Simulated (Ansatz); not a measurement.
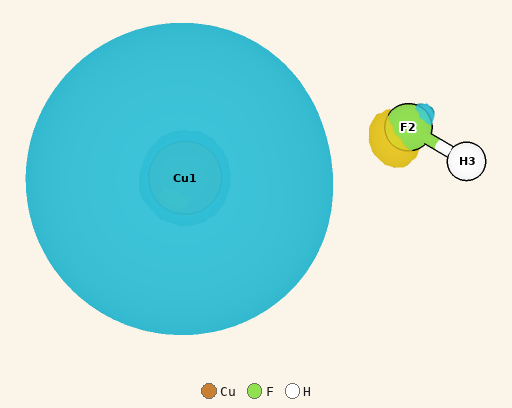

Cu···HF (charge +1). One frontier orbital at ±0.1 Å⁻³ᐟ² (yellow and cyan are the two phases), seen at a tilt.

Geometry: rigid move from PBE0-D4/def2-TZVP.

Theory: RKS PBE0-D4/def2-TZVPPD (Ansatz).

> Which orbital is it: HOMO or LUMO?

The LUMO, at −9.66 eV. Its weight (Hirshfeld) is mainly on Cu1 (about 100 %).
